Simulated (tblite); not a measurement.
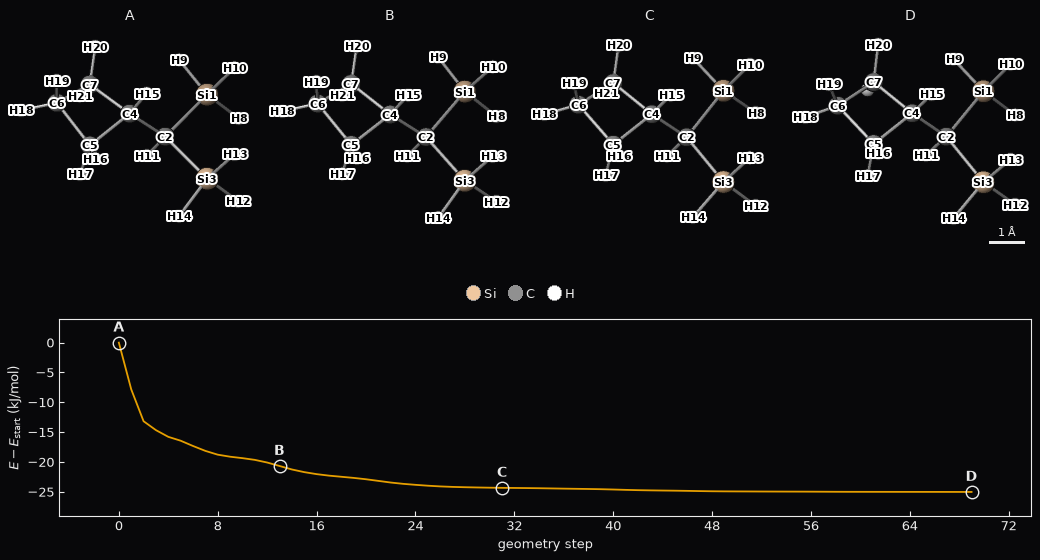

Frames of a relaxation of C5H14Si2, marked on the history of the run. A ball-and-stick model, seen at a tilt.

Theory: GFN2-xTB geometry optimisation, gas phase (tblite). 

> Describe the path.

The atom that moves furthest after the best rigid fit is H18 (0.37 Å). By element the largest moves are H 0.37 Å, Si 0.16 Å, C 0.15 Å. Among the contacts that change: Si1–H10 1.489 → 1.465 Å, Si1–C2 1.885 → 1.906 Å, Si1–H9 1.486 → 1.466 Å, C4–H15 1.113 → 1.093 Å. Bond angles that change, for instance: Si1–C2–Si3 101.6° → 112.5°, Si1–C2–C4 114.7° → 111.1°, C2–C4–H15 112.4° → 109.6°. Over 69 geometry steps the energy falls by 25.0 kJ/mol. The run took 1.9 s on 1 thread of Intel(R) Xeon(R) Processor @ 2.50GHz, with other jobs on the host. From step 0 to 13: Si1 moves most (0.11 Å), energy −20.7 kJ/mol. From step 13 to 31: H18 moves most (0.16 Å), energy −3.66 kJ/mol. From step 31 to 69: H19 moves most (0.15 Å), energy −0.69 kJ/mol.

| step | E − E(0), kJ/mol |
| --- | --- |
| 0 | 0.00 |
| 1 | -7.82 |
| 2 | -13.16 |
| 3 | -14.65 |
| 4 | -15.78 |
| 5 | -16.43 |
| 6 | -17.31 |
| 7 | -18.13 |
| 8 | -18.76 |
| 9 | -19.11 |
| 10 | -19.35 |
| 13 | -20.66 |
| 16 | -22.02 |
| 19 | -22.66 |
| 22 | -23.43 |
| 26 | -24.08 |
| 29 | -24.26 |
| 32 | -24.34 |
| 35 | -24.42 |
| 38 | -24.51 |
| 41 | -24.66 |
| 44 | -24.77 |
| 47 | -24.86 |
| 50 | -24.92 |
| 53 | -24.94 |
| 57 | -24.97 |
| 60 | -24.99 |
| 63 | -24.99 |
| 66 | -25.00 |
| 69 | -25.01 |
